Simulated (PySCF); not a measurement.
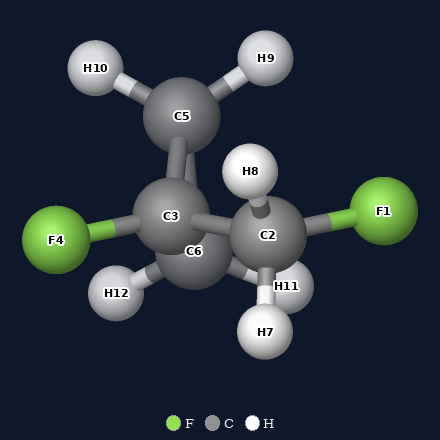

C₄H₆F₂, SMILES FCC1(F)CC1. Vertical core-electron binding energies by ΔSCF (SCAN, def2-TZVP on the ionised atom, pcseg-1 elsewhere, spin-free X2C; PySCF, at a PBE0-D3(BJ)/def2-SVP geometry (no frequency check)), gas phase, against the vacuum level. One atom of each kind was ionised; within a panel, areas follow the number of like atoms, each panel is scaled alone, Gaussians of 1.0 eV full width. Only the regions named are shown. Lines closer than the width merge in the curve.

### Predict the C 1s and F 1s photoelectron lines.

```
level   atoms  binding energy (eV)
 C 1s      C2                293.9
 C 1s      C3                293.6
 C 1s  C5, C6                291.4
 F 1s      F1                693.7
 F 1s      F4                693.5
```

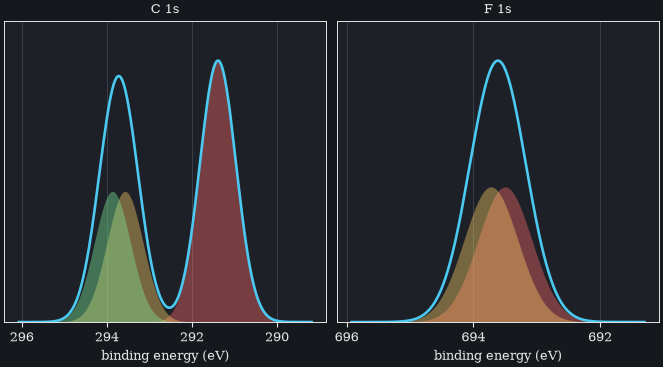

Note: one conformer of a flexible molecule.
